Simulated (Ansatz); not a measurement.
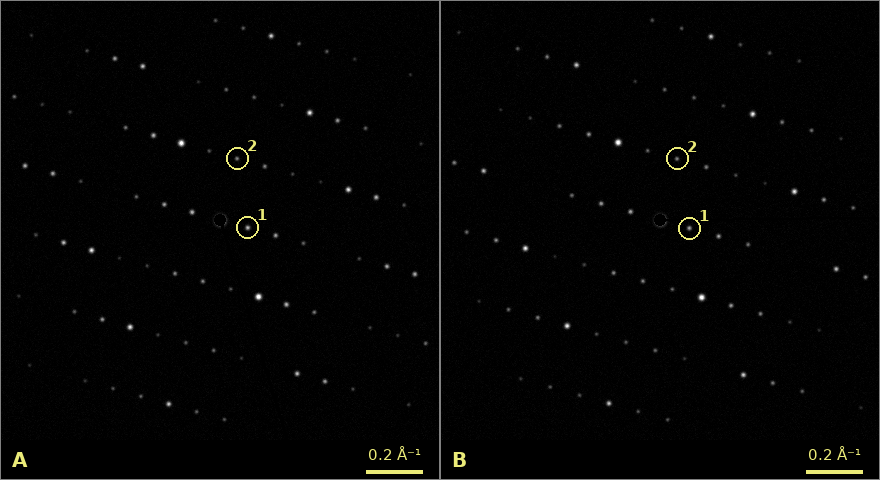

Kinematic electron diffraction patterns (200 kV, B = 0.5 Å², same scale) along [100] of the run's own cell, for the start and the end of one relaxation of Sb2I3 with Ansatz, DFT PBE, scalar-relativistic, plane waves, PAW. k mesh 12×12×4. The start is a generated model structure, and the relaxation ends in the nearest stationary point of its symmetry, not necessarily the ground state. Spot 1 is 0 0 -1 and spot 2 is 0 1 0 in both.

Start structure:

```
CELL_PARAMETERS angstrom
5.03849 0.00000 0.00000
-2.51925 4.36346 0.00000
0.00000 0.00000 9.08043
ATOMIC_POSITIONS crystal
Sb 0.33333 0.66667 0.16438
Sb 0.66667 0.33333 0.83562
I 0.00000 0.00000 0.00000
I 0.33333 0.66667 0.68868
I 0.66667 0.33333 0.31132
```

Q: Which pattern belongs to the start structure, and which to the relaxed one?

A: B is the start: its cell gives d(1) = 9.080 Å, d(2) = 4.363 Å and an angle of 90.0°. A is the relaxed structure, with d(1) = 9.580 Å (+5.5 %), d(2) = 4.348 Å (-0.4 %) and 90.0°.

Q: Name reflections whose intensity changes strongly on relaxation.

A: 0 1 -5 goes from 7.9 to 19 % of the strongest spot; 0 1 3 goes from 9.8 to 20 % of the strongest spot; 0 2 -3 goes from 5 to 10 % of the strongest spot.

Q: What did the relaxation do to the structure and the energy?

A: The volume changed by +4.8 % to 41.83 Å³ an atom; with the mean shift removed, the atoms moved by up to 0.11 Å relative to the cell (I most); the space group stayed P-3m1 (No. 164); the free energy fell by 1.9 meV an atom. Relaxed cell: a = 5.021 Å, b = 5.021 Å, c = 9.580 Å, α = 90.00°, β = 90.00°, γ = 120.00°.
